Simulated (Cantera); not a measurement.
Input: 1 mol Si, 3.9 mol N₂O, 15 mol N₂, 3.1 mol CO₂, equilibrated at 0.133 bar.

Method: chemical equilibrium by Gibbs-energy minimisation in Cantera with the NASA 1993 tables (ideal gas, pure condensed phases). Candidate condensed phases: C, Si, SiC, SiO₂, Si₂N₂O, Si₃N₄; 34 gas species. The tables hold silica as quartz up to 1696 K and as liquid above; real silica turns to tridymite and cristobalite and melts near 1996 K. Rates play no part.

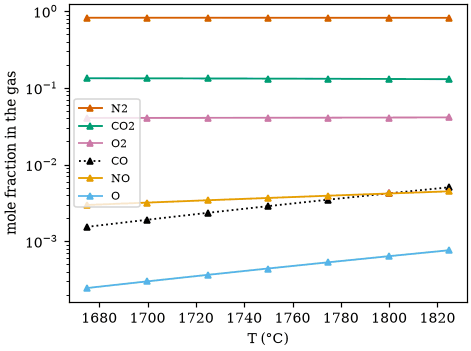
Figure: Equilibrium gas composition (values under 1e-9 drawn at 1e-9)

From 1675 °C to 1700 °C the condensed part is SiO₂(condensed). From 1725 °C to 1825 °C the condensed part is SiO₂(l).
